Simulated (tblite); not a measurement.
**Geometry relaxation, with input and output: CH$_{7}$NOSi (charge +1) (part 2 of 2)**

CH$_{7}$NOSi, charge +1, multiplicity 2, SMILES CO[SiH2][NH2+]; GFN2-xTB geometry optimisation, gas phase (tblite 0.8.0). It belongs to a series of runs on one base structure; here: electron removed.

Geometry of the input (Å):
```
C  1.7851  -0.2070  0.0200
O  0.5377  0.4956  -0.0641
Si -0.8486  -0.3868  0.0689
N  -2.0697  0.7954  -0.0772
H  2.5841  0.5254  -0.0689
H  1.8873  -0.7075  0.9855
H  1.8777  -0.9242  -0.8004
H  -0.9695  -1.3210  -1.0587
H  -0.9497  -1.0258  1.3924
H  -1.9219  1.2808  -0.9394
H  -1.9070  1.4778  0.6556
```

Trajectory as extended XYZ, continued
```
11
Properties=species:S:1:pos:R:3:forces:R:3 step=47 energy=-380.83249
C     1.9444   -0.2287    0.1083   -0.0540   0.0820   0.0460
O     0.6127   -0.5347   -0.1317    0.1520  -0.0710   0.0700
Si   -0.9728   -0.4724   -0.0926    0.1630   0.1360  -0.0800
N    -1.7789    1.0439   -0.0702   -0.4020   0.0140  -0.1740
H     2.1311    0.8499    0.0673   -0.0570  -0.1460  -0.0860
H     2.2612   -0.6150    1.0846   -0.1530   0.0100   0.0700
H     2.5641   -0.7631   -0.6196   -0.0390   0.0870  -0.1500
H    -1.3756   -1.2503   -1.2751    0.0550   0.0900   0.0630
H    -1.2564   -1.1226    1.1996   -0.1430  -0.0530   0.0840
H    -2.7565    1.1638   -0.3509    0.5150  -0.0610   0.2080
H    -1.3678    1.9318    0.1942   -0.0370  -0.0890  -0.0500
11
Properties=species:S:1:pos:R:3:forces:R:3 step=49 energy=-380.84233
C     1.9484   -0.2278    0.1103   -0.0670   0.0000   0.0280
O     0.6165   -0.5321   -0.1226    0.0050  -0.1000   0.0060
Si   -0.9682   -0.4711   -0.0937    0.1800   0.0290  -0.0270
N    -1.7782    1.0394   -0.0704    0.0420  -0.0690  -0.0620
H     2.1305    0.8472    0.0658   -0.0140  -0.0140  -0.0690
H     2.2513   -0.6102    1.0928   -0.0500  -0.0040  -0.0030
H     2.5611   -0.7567   -0.6303   -0.0410   0.0750  -0.0230
H    -1.3907   -1.2382   -1.2755    0.0810   0.0630   0.0460
H    -1.2629   -1.1245    1.1974   -0.1230  -0.0440   0.0530
H    -2.7435    1.1541   -0.3456    0.0070   0.0260   0.0700
H    -1.3589    1.9226    0.1854   -0.0190   0.0370  -0.0200
11
Properties=species:S:1:pos:R:3:forces:R:3 step=51 energy=-380.84867
C     1.9453   -0.2279    0.1130    0.0000  -0.0350  -0.0530
O     0.6209   -0.5595   -0.1213    0.0990  -0.0410  -0.0060
Si   -0.9571   -0.4683   -0.0982   -0.0690   0.0170   0.1330
N    -1.7679    1.0430   -0.0729   -0.1860  -0.1730  -0.1300
H     2.1143    0.8495    0.0619   -0.0460  -0.0300  -0.0310
H     2.2426   -0.6067    1.0977    0.0210   0.0100  -0.0160
H     2.5647   -0.7446   -0.6334   -0.0420   0.0730   0.0590
H    -1.3859   -1.2274   -1.2757    0.0560   0.0060  -0.0330
H    -1.2788   -1.1255    1.1953   -0.0800   0.0100  -0.0490
H    -2.7466    1.1457   -0.3300    0.2800   0.0430   0.1390
H    -1.3460    1.9243    0.1774   -0.0320   0.1190  -0.0130
11
Properties=species:S:1:pos:R:3:forces:R:3 step=54 energy=-380.85946
C     1.9374   -0.2294    0.1157    0.0810   0.0340  -0.0210
O     0.6300   -0.6148   -0.1193   -0.0580   0.0100   0.0060
Si   -0.9452   -0.4809   -0.0914   -0.0670  -0.0390   0.0320
N    -1.7400    1.0364   -0.0801   -0.0230   0.1210   0.0180
H     2.0740    0.8518    0.0556   -0.1040   0.0080   0.0240
H     2.2410   -0.5929    1.1039    0.0690   0.0080  -0.0310
H     2.5773   -0.7105   -0.6313    0.0260  -0.0600   0.0200
H    -1.3896   -1.1935   -1.2927    0.0700  -0.0460  -0.0350
H    -1.3304   -1.1204    1.1880   -0.0240  -0.0410  -0.0080
H    -2.7289    1.1261   -0.2799    0.1130   0.0720   0.0590
H    -1.3201    1.9307    0.1453   -0.0830  -0.0650  -0.0630
11
Properties=species:S:1:pos:R:3:forces:R:3 step=56 energy=-380.86622
C     1.9257   -0.2297    0.1171    0.0170   0.0450   0.0040
O     0.6272   -0.6500   -0.1167   -0.0240  -0.0030   0.0600
Si   -0.9484   -0.4895   -0.0827    0.0250   0.0300  -0.0990
N    -1.7144    1.0434   -0.0913   -0.0080   0.1090   0.0910
H     2.0211    0.8545    0.0551   -0.0430   0.0300   0.0370
H     2.2454   -0.5831    1.1046    0.0200   0.0230  -0.0240
H     2.5841   -0.6923   -0.6229    0.0190  -0.0760  -0.0460
H    -1.3749   -1.1846   -1.3035    0.0440  -0.0420  -0.0190
H    -1.3459   -1.1422    1.1781   -0.0410  -0.0600   0.0540
H    -2.7112    1.1282   -0.2327   -0.0130   0.0550   0.0020
H    -1.3034    1.9480    0.1087    0.0050  -0.1110  -0.0600
11
Properties=species:S:1:pos:R:3:forces:R:3 step=58 energy=-380.86910
C     1.9202   -0.2273    0.1187   -0.0510   0.0000  -0.0120
O     0.6233   -0.6597   -0.1092    0.0180  -0.0210   0.0610
Si   -0.9525   -0.4863   -0.0836    0.0050  -0.0030  -0.0210
N    -1.7072    1.0521   -0.0963    0.0430   0.0220   0.1040
H     1.9916    0.8581    0.0588    0.0410   0.0320   0.0220
H     2.2454   -0.5779    1.1057    0.0150   0.0370  -0.0180
H     2.5830   -0.6899   -0.6199   -0.0220  -0.0100  -0.0260
H    -1.3666   -1.1919   -1.3039    0.0270  -0.0200  -0.0170
H    -1.3359   -1.1745    1.1711   -0.0380   0.0220  -0.0340
H    -2.7061    1.1420   -0.2069   -0.0780   0.0390  -0.0140
H    -1.2897    1.9580    0.0793    0.0420  -0.0970  -0.0450
11
Properties=species:S:1:pos:R:3:forces:R:3 step=60 energy=-380.87217
C     1.9168   -0.2225    0.1201    0.0040  -0.0070  -0.0180
O     0.6232   -0.6670   -0.0976   -0.0050   0.0120   0.0150
Si   -0.9515   -0.4897   -0.0899   -0.0820  -0.0410   0.0640
N    -1.7045    1.0498   -0.0906    0.0430   0.0270   0.0700
H     1.9851    0.8652    0.0646    0.0150  -0.0290  -0.0120
H     2.2425   -0.5684    1.1082    0.0590   0.0220  -0.0180
H     2.5777   -0.6864   -0.6227   -0.0440   0.0400   0.0390
H    -1.3737   -1.1906   -1.3107    0.0440  -0.0180  -0.0120
H    -1.3391   -1.1869    1.1650   -0.0230   0.0540  -0.0950
H    -2.7056    1.1476   -0.1873    0.0090   0.0490   0.0040
H    -1.2655    1.9516    0.0548   -0.0220  -0.1090  -0.0380
11
Properties=species:S:1:pos:R:3:forces:R:3 step=63 energy=-380.88015
C     1.8964   -0.2118    0.1205    0.0650   0.0030   0.0720
O     0.6164   -0.7025   -0.0639   -0.0380   0.0410  -0.0150
Si   -0.9585   -0.5153   -0.0936   -0.0880   0.0000   0.0110
N    -1.6809    1.0386   -0.0682    0.0010   0.0500  -0.0080
H     1.9319    0.8782    0.0742   -0.0070  -0.0380  -0.1060
H     2.2519   -0.5316    1.1065    0.0670  -0.0490   0.0130
H     2.5590   -0.6645   -0.6273   -0.0370   0.0790   0.0350
H    -1.3425   -1.1875   -1.3460    0.0270  -0.0070   0.0170
H    -1.3865   -1.2080    1.1402   -0.0280  -0.0170  -0.0260
H    -2.6813    1.1793   -0.1126    0.0380  -0.0110   0.0040
H    -1.2003    1.9277   -0.0160    0.0000  -0.0500   0.0030
11
Properties=species:S:1:pos:R:3:forces:R:3 step=65 energy=-380.88258
C     1.8870   -0.2088    0.1242   -0.0120   0.0020   0.0530
O     0.6106   -0.7170   -0.0495   -0.0070   0.0240   0.0160
Si   -0.9658   -0.5250   -0.0920    0.0130   0.0100  -0.0280
N    -1.6679    1.0369   -0.0618   -0.0110   0.0460  -0.0170
H     1.8996    0.8793    0.0702    0.0230   0.0290  -0.0760
H     2.2619   -0.5185    1.1063    0.0250  -0.0520   0.0180
H     2.5509   -0.6486   -0.6276   -0.0200   0.0340  -0.0080
H    -1.3192   -1.1874   -1.3596    0.0000  -0.0050   0.0190
H    -1.4114   -1.2221    1.1274   -0.0370  -0.0440   0.0150
H    -2.6658    1.1945   -0.0767   -0.0020  -0.0230  -0.0050
H    -1.1744    1.9194   -0.0472    0.0290  -0.0200   0.0120
11
Properties=species:S:1:pos:R:3:forces:R:3 step=67 energy=-380.88368
C     1.8821   -0.2047    0.1308   -0.0560   0.0020  -0.0100
O     0.6063   -0.7217   -0.0353    0.0170   0.0240   0.0290
Si   -0.9707   -0.5295   -0.0929    0.0470  -0.0090   0.0320
N    -1.6609    1.0372   -0.0596    0.0160   0.0460  -0.0220
H     1.8864    0.8822    0.0623    0.0190   0.0440   0.0040
H     2.2692   -0.5138    1.1091   -0.0040  -0.0130  -0.0060
H     2.5424   -0.6350   -0.6281    0.0010  -0.0270  -0.0220
H    -1.3136   -1.1875   -1.3650   -0.0080  -0.0100   0.0040
H    -1.4259   -1.2405    1.1176   -0.0240  -0.0150  -0.0170
H    -2.6573    1.2038   -0.0522    0.0070  -0.0060  -0.0110
H    -1.1527    1.9122   -0.0728   -0.0160  -0.0350   0.0200
11
Properties=species:S:1:pos:R:3:forces:R:3 step=69 energy=-380.88430
C     1.8861   -0.2050    0.1300    0.0090   0.0100  -0.0110
O     0.6077   -0.7101   -0.0382   -0.0050   0.0160   0.0160
Si   -0.9688   -0.5253   -0.0925    0.0020  -0.0060   0.0300
N    -1.6683    1.0376   -0.0618    0.0110  -0.0320  -0.0210
H     1.9058    0.8828    0.0613   -0.0030   0.0110   0.0090
H     2.2678   -0.5212    1.1084    0.0050   0.0020  -0.0120
H     2.5431   -0.6424   -0.6288   -0.0030  -0.0180  -0.0100
H    -1.3225   -1.1905   -1.3579    0.0050  -0.0060   0.0050
H    -1.4168   -1.2363    1.1214   -0.0250  -0.0120  -0.0160
H    -2.6646    1.2004   -0.0702   -0.0240  -0.0070  -0.0080
H    -1.1643    1.9127   -0.0580    0.0290   0.0420   0.0170
11
Properties=species:S:1:pos:R:3:forces:R:3 step=72 energy=-380.88505
C     1.8879   -0.2012    0.1289    0.0340  -0.0110  -0.0010
O     0.6064   -0.7017   -0.0275    0.0010   0.0120   0.0030
Si   -0.9696   -0.5241   -0.0864   -0.0270   0.0020  -0.0280
N    -1.6709    1.0379   -0.0638   -0.0010  -0.0220  -0.0110
H     1.9145    0.8874    0.0578   -0.0090  -0.0330   0.0200
H     2.2740   -0.5235    1.1040    0.0080   0.0370  -0.0110
H     2.5382   -0.6462   -0.6321   -0.0180   0.0020  -0.0140
H    -1.3185   -1.1965   -1.3518    0.0110   0.0110   0.0170
H    -1.4275   -1.2452    1.1145   -0.0250  -0.0200   0.0210
H    -2.6672    1.2054   -0.0735    0.0110  -0.0190  -0.0100
H    -1.1620    1.9104   -0.0564    0.0150   0.0400   0.0130
11
Properties=species:S:1:pos:R:3:forces:R:3 step=74 energy=-380.88563
C     1.8892   -0.1996    0.1270   -0.0010  -0.0200   0.0090
O     0.6057   -0.6993   -0.0181   -0.0050  -0.0130   0.0010
Si   -0.9704   -0.5257   -0.0809   -0.0110   0.0030  -0.0320
N    -1.6680    1.0375   -0.0655    0.0050   0.0000   0.0030
H     1.9123    0.8884    0.0558    0.0100  -0.0120   0.0110
H     2.2805   -0.5204    1.0997    0.0220   0.0310   0.0080
H     2.5342   -0.6462   -0.6374   -0.0230   0.0090  -0.0170
H    -1.3083   -1.1971   -1.3496    0.0010   0.0060   0.0040
H    -1.4485   -1.2500    1.1100   -0.0030  -0.0150   0.0210
H    -2.6640    1.2055   -0.0720    0.0040  -0.0100  -0.0150
H    -1.1573    1.9096   -0.0553    0.0000   0.0210   0.0080
11
Properties=species:S:1:pos:R:3:forces:R:3 step=76 energy=-380.88589
C     1.8909   -0.2008    0.1261   -0.0170  -0.0030   0.0090
O     0.6057   -0.6972   -0.0176   -0.0090  -0.0230   0.0090
Si   -0.9705   -0.5258   -0.0804    0.0060   0.0030   0.0080
N    -1.6677    1.0376   -0.0664    0.0070  -0.0010   0.0060
H     1.9158    0.8870    0.0563    0.0080   0.0040  -0.0020
H     2.2834   -0.5190    1.0986    0.0230   0.0070   0.0140
H     2.5329   -0.6476   -0.6403   -0.0150   0.0030  -0.0140
H    -1.3072   -1.1963   -1.3481   -0.0060  -0.0060  -0.0150
H    -1.4539   -1.2480    1.1122    0.0130  -0.0010  -0.0050
H    -2.6640    1.2015   -0.0776   -0.0110   0.0030  -0.0150
H    -1.1599    1.9113   -0.0490    0.0000   0.0140   0.0060
11
Properties=species:S:1:pos:R:3:forces:R:3 step=78 energy=-380.88612
C     1.8922   -0.2020    0.1262   -0.0100   0.0140   0.0030
O     0.6052   -0.6943   -0.0162    0.0000  -0.0140   0.0240
Si   -0.9710   -0.5238   -0.0804    0.0090   0.0000   0.0250
N    -1.6698    1.0389   -0.0670   -0.0040  -0.0120   0.0040
H     1.9234    0.8859    0.0567   -0.0110  -0.0010  -0.0100
H     2.2878   -0.5186    1.0982    0.0090  -0.0110   0.0030
H     2.5291   -0.6506   -0.6433   -0.0030  -0.0010  -0.0070
H    -1.3080   -1.1986   -1.3454   -0.0060  -0.0030  -0.0170
H    -1.4523   -1.2481    1.1136    0.0160   0.0100  -0.0180
H    -2.6666    1.1998   -0.0871   -0.0030   0.0060  -0.0120
H    -1.1646    1.9139   -0.0414    0.0020   0.0130   0.0050
11
Properties=species:S:1:pos:R:3:forces:R:3 step=81 energy=-380.88645
C     1.8911   -0.2017    0.1273    0.0060   0.0010  -0.0040
O     0.6043   -0.6976   -0.0039    0.0040   0.0060   0.0340
Si   -0.9710   -0.5215   -0.0769    0.0000  -0.0050  -0.0250
N    -1.6691    1.0413   -0.0670   -0.0050  -0.0160   0.0020
H     1.9213    0.8860    0.0548   -0.0210  -0.0010  -0.0070
H     2.2976   -0.5155    1.0965   -0.0040  -0.0120  -0.0190
H     2.5195   -0.6511   -0.6490    0.0100   0.0020   0.0080
H    -1.3025   -1.2017   -1.3434   -0.0020   0.0180   0.0020
H    -1.4556   -1.2548    1.1070    0.0020   0.0000   0.0160
H    -2.6661    1.2025   -0.0924    0.0080   0.0010  -0.0110
H    -1.1642    1.9166   -0.0393    0.0010   0.0070   0.0050
11
Properties=species:S:1:pos:R:3:forces:R:3 step=83 energy=-380.88677
C     1.8901   -0.2014    0.1279    0.0060  -0.0140  -0.0040
O     0.6046   -0.7039    0.0118   -0.0080   0.0060   0.0180
Si   -0.9694   -0.5219   -0.0748   -0.0070  -0.0040  -0.0370
N    -1.6652    1.0418   -0.0669    0.0090  -0.0030   0.0000
H     1.9122    0.8859    0.0526   -0.0070   0.0100  -0.0030
H     2.3072   -0.5125    1.0934    0.0020  -0.0050  -0.0160
H     2.5128   -0.6494   -0.6539    0.0100   0.0050   0.0090
H    -1.2995   -1.1984   -1.3444    0.0030   0.0200   0.0040
H    -1.4626   -1.2579    1.1020   -0.0020  -0.0100   0.0350
H    -2.6619    1.2017   -0.0954   -0.0120   0.0040  -0.0120
H    -1.1627    1.9187   -0.0386    0.0050  -0.0080   0.0050
11
Properties=species:S:1:pos:R:3:forces:R:3 step=85 energy=-380.88705
C     1.8911   -0.2021    0.1276    0.0030  -0.0050  -0.0010
O     0.6046   -0.7043    0.0239   -0.0100  -0.0050  -0.0020
Si   -0.9683   -0.5224   -0.0753   -0.0100   0.0020   0.0060
N    -1.6646    1.0413   -0.0666    0.0050   0.0010  -0.0090
H     1.9116    0.8851    0.0508    0.0000   0.0070  -0.0020
H     2.3162   -0.5129    1.0891    0.0070  -0.0020   0.0020
H     2.5085   -0.6511   -0.6578    0.0050   0.0040  -0.0010
H    -1.3004   -1.1946   -1.3451    0.0060   0.0100  -0.0070
H    -1.4651   -1.2544    1.1040    0.0050  -0.0070   0.0180
H    -2.6612    1.1976   -0.1080   -0.0230   0.0080  -0.0090
H    -1.1669    1.9206   -0.0287    0.0130  -0.0140   0.0050
11
Properties=species:S:1:pos:R:3:forces:R:3 step=87 energy=-380.88719
C     1.8925   -0.2032    0.1269    0.0000   0.0070   0.0000
O     0.6039   -0.7007    0.0257    0.0020  -0.0070  -0.0060
Si   -0.9691   -0.5215   -0.0759   -0.0070   0.0030   0.0280
N    -1.6681    1.0412   -0.0664   -0.0100  -0.0040  -0.0150
H     1.9170    0.8844    0.0495   -0.0030  -0.0050   0.0010
H     2.3191   -0.5159    1.0870    0.0020   0.0000   0.0060
H     2.5075   -0.6540   -0.6592    0.0000   0.0020  -0.0070
H    -1.2989   -1.1949   -1.3450    0.0030   0.0090  -0.0070
H    -1.4624   -1.2495    1.1090    0.0070  -0.0010   0.0010
H    -2.6647    1.1963   -0.1202   -0.0050   0.0070  -0.0040
H    -1.1716    1.9205   -0.0176    0.0110  -0.0090   0.0040
11
Properties=species:S:1:pos:R:3:forces:R:3 step=90 energy=-380.88735
C     1.8920   -0.2037    0.1265   -0.0050  -0.0040   0.0000
O     0.6030   -0.7012    0.0286    0.0030  -0.0020  -0.0030
Si   -0.9704   -0.5211   -0.0728    0.0020  -0.0060  -0.0020
N    -1.6706    1.0411   -0.0676   -0.0060   0.0010  -0.0100
H     1.9155    0.8835    0.0475    0.0020   0.0020   0.0080
H     2.3211   -0.5171    1.0856    0.0000   0.0080  -0.0050
H     2.5049   -0.6542   -0.6618   -0.0020   0.0000  -0.0010
H    -1.2910   -1.1935   -1.3462   -0.0030   0.0140   0.0100
H    -1.4611   -1.2479    1.1127    0.0000  -0.0070   0.0060
H    -2.6668    1.1984   -0.1288    0.0130   0.0060  -0.0030
H    -1.1711    1.9185   -0.0100   -0.0040  -0.0110   0.0000
11
Properties=species:S:1:pos:R:3:forces:R:3 step=92 energy=-380.88748
C     1.8905   -0.2033    0.1268   -0.0060  -0.0100  -0.0010
O     0.6027   -0.7046    0.0354   -0.0050   0.0000  -0.0020
Si   -0.9706   -0.5229   -0.0693    0.0020  -0.0060  -0.0140
N    -1.6690    1.0401   -0.0708    0.0080   0.0080   0.0030
H     1.9100    0.8837    0.0477    0.0050   0.0110   0.0060
H     2.3249   -0.5146    1.0842    0.0020   0.0040  -0.0060
H     2.5006   -0.6523   -0.6646    0.0010   0.0010   0.0030
H    -1.2902   -1.1874   -1.3473   -0.0030   0.0060   0.0100
H    -1.4619   -1.2524    1.1135   -0.0030  -0.0080   0.0090
H    -2.6646    1.2004   -0.1306    0.0060   0.0040  -0.0050
H    -1.1670    1.9160   -0.0113   -0.0080  -0.0100  -0.0020
11
Properties=species:S:1:pos:R:3:forces:R:3 step=94 energy=-380.88752
C     1.8903   -0.2030    0.1270   -0.0010  -0.0010   0.0000
O     0.6023   -0.7043    0.0383   -0.0020  -0.0010  -0.0020
Si   -0.9709   -0.5240   -0.0685   -0.0010  -0.0010   0.0000
N    -1.6685    1.0395   -0.0723    0.0050   0.0020   0.0060
H     1.9105    0.8843    0.0486    0.0000   0.0030   0.0010
H     2.3273   -0.5137    1.0832    0.0000  -0.0010  -0.0010
H     2.4986   -0.6524   -0.6654    0.0020   0.0030   0.0000
H    -1.2932   -1.1846   -1.3470   -0.0020  -0.0020   0.0020
H    -1.4610   -1.2550    1.1144   -0.0010  -0.0020   0.0010
H    -2.6637    1.2010   -0.1326    0.0000   0.0010  -0.0050
H    -1.1663    1.9148   -0.0120    0.0000  -0.0010  -0.0010
```

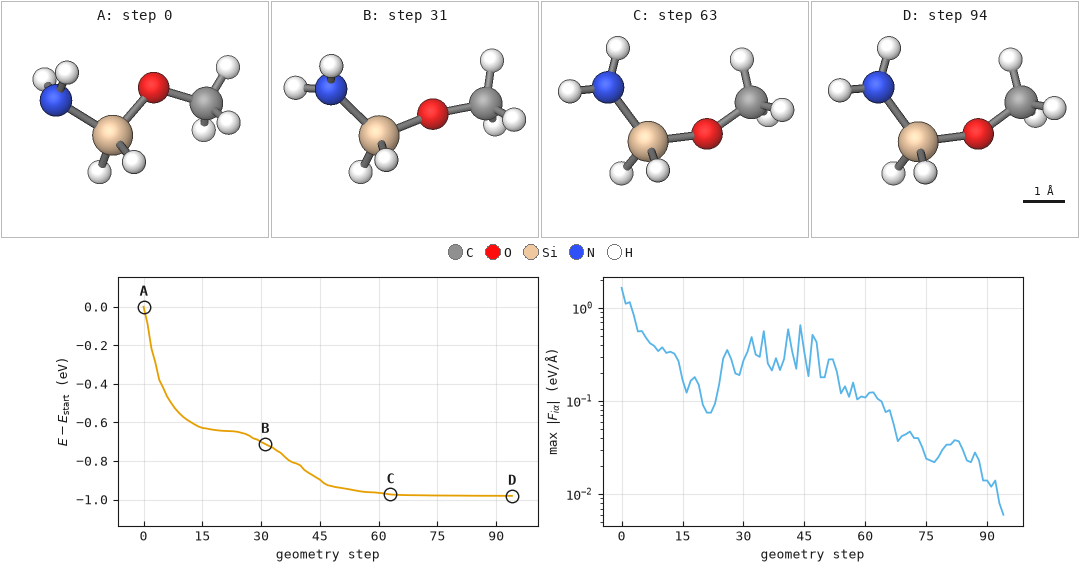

*Frames of the relaxation (ball-and-stick view, seen at a tilt) above the curves, on which the letters mark them (steps are counted from 0).*

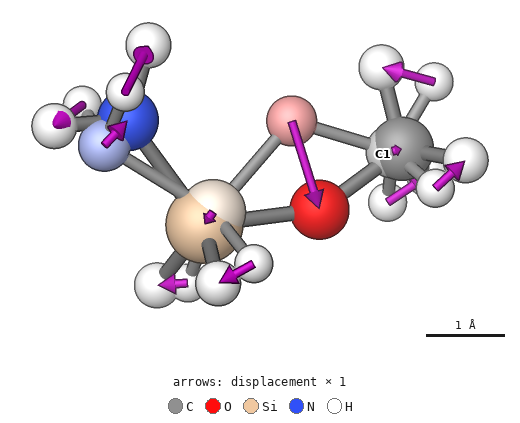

*Start (faint) and end (solid) with the displacements as pink arrows, at true length (ball-and-stick view, seen at a tilt). The two geometries are laid on each other by the best rigid fit.*

After 94 geometry steps the energy has fallen by 0.981 eV. The largest force component goes from 1.6 to 0.006 eV/Å. The atom that moves furthest after the best rigid fit is O2 (1.21 Å). By element the largest moves are O 1.21 Å, H 1.15 Å, N 0.47 Å, Si 0.20 Å, C 0.13 Å. Among the contacts that change: O2–Si3 1.649 → 1.587 Å, C1–O2 1.434 → 1.385 Å, N4–H10 1.000 → 1.010 Å, Si3–N4 1.706 → 1.712 Å. Among the angles that change: C1–O2–Si3 117.7° → 152.3°, Si3–N4–H11 106.8° → 126.0°, O2–Si3–N4 102.9° → 120.5°. (Atoms are counted from 1 in the order of the input.)

Results in brief

| quantity | value |
| --- | --- |
| outcome | converged |
| total energy | −380.8875 eV |
| hardware | 1 CPU thread, shared host |
| peak memory | 0.18 GiB |
